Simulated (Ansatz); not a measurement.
Input

```
crystal:
  periodic: [false, false, false]
  atoms:
    - {symbol: Ge, position_ang: [-1.740172, -0.475549, -0.014163]}
    - {symbol: I, position_ang: [-1.534400, -2.340124, -1.727329]}
    - {symbol: H, position_ang: [-2.073997, -1.122324, 1.335458]}
    - {symbol: H, position_ang: [-0.393865, 0.256663, 0.036348]}
    - {symbol: H, position_ang: [-2.865021, 0.457235, -0.478765]}
basis:
  gaussian: {orbitals: def2-TZVPD}
hamiltonian: {xc: pbe0}
output: {forces: true, orbitals: {seedname: orbitals}}
```

Run with:

```sh
ansatz run input.yaml --threads 2 --pin off --max-ram 4350MiB --events-out events.jsonl --progress --plain --runs-dir runs
```

Geometry: B3LYP-D4/def2-TZVP; core potentials replace the inner electrons of I.

The calculation used isolated molecule in a Gaussian basis; Kohn-Sham density functional theory, functional PBE0 (Ansatz).

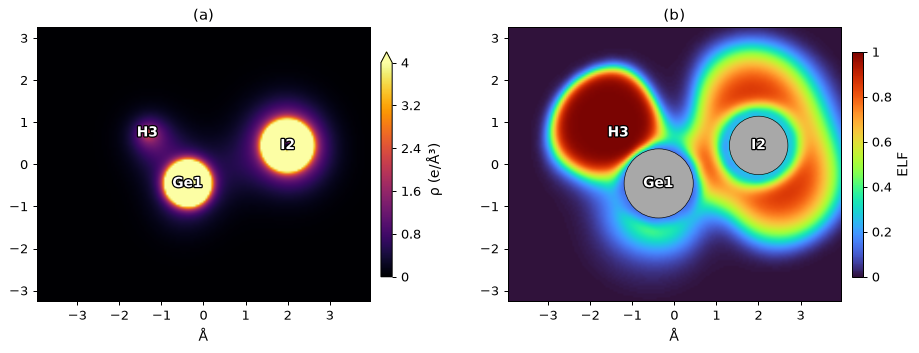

GeH$_{3}$I (SMILES [GeH3][I]). (a) electron density; (b) electron localisation function on the plane of atoms I2, Ge1 and H3. Grey discs cover the atomic cores in the ELF map.

Describe what can be read from this map.

Answer.
- The section cuts through Ge, I and H sites.
- Ge–I (2.54 Å): the density is about 0.56 e/Å³ at the midpoint; the ELF peaks at about 0.75 in the valence shell of I, 1.3 Å from its nucleus, and is about 0.75 at the midpoint.
- Ge–H (1.53 Å): ρ is about 1.1 e/Å³ halfway; the ELF climbs to about 1 towards the hydrogen.
- The ELF also peaks beside I2, away from the bonds: lone-pair regions.
